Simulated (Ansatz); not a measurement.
```yaml
atoms:
  - { symbol: B, position_ang: [-0.6682, -0.5598, -1.0010] }
  - { symbol: Si, position_ang: [1.0244, -0.0835, -0.1096] }
  - { symbol: H, position_ang: [-1.1428, 0.1488, -1.8522] }
  - { symbol: H, position_ang: [-1.2001, -1.6214, -0.7941] }
  - { symbol: H, position_ang: [-0.5639, 0.9871, 1.8261] }
  - { symbol: Br, position_ang: [-2.0190, 1.0450, 1.5900] }
  - { symbol: H, position_ang: [1.1519, -0.6312, 1.2798] }
  - { symbol: H, position_ang: [1.2742, 1.3895, -0.0224] }
  - { symbol: H, position_ang: [2.1436, -0.6747, -0.9166] }
```

Not at a stationary point (largest force 1.2 eV/Å).

Method: RKS r2SCANh/def2-SVP in Ansatz.

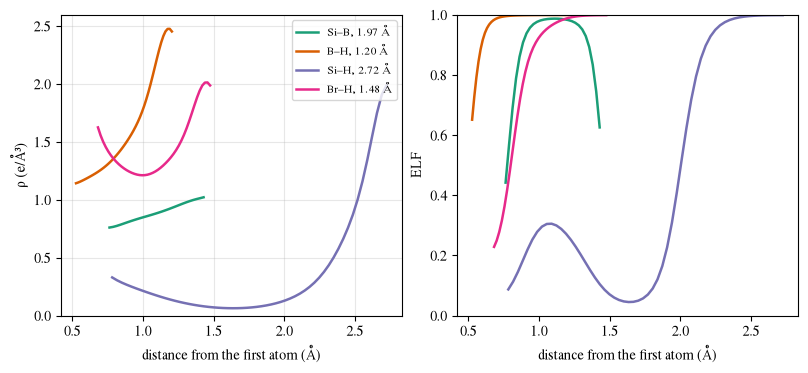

BH5Si···HBr. Electron density and electron localisation function along straight lines between neighbouring atoms. The curves leave out the atomic cores.

What can be read from the curves?

Si–B (1.97 Å): ρ is about 0.84 e/Å³ halfway; the ELF peaks at about 1 between the atoms (localised, covalent bonding).
B–H (1.20 Å): ρ is about 1.2 e/Å³ halfway; the ELF climbs to about 1 towards the hydrogen, as it does in any bond to H (an ordinary covalent bond to hydrogen).
Si2···H5 (2.72 Å): the density falls to about 0.06 e/Å³ on the way; the ELF dips to about 0.05 between them.
Br–H (1.48 Å): ρ is about 1.5 e/Å³ halfway; the ELF climbs to about 1 towards the hydrogen.
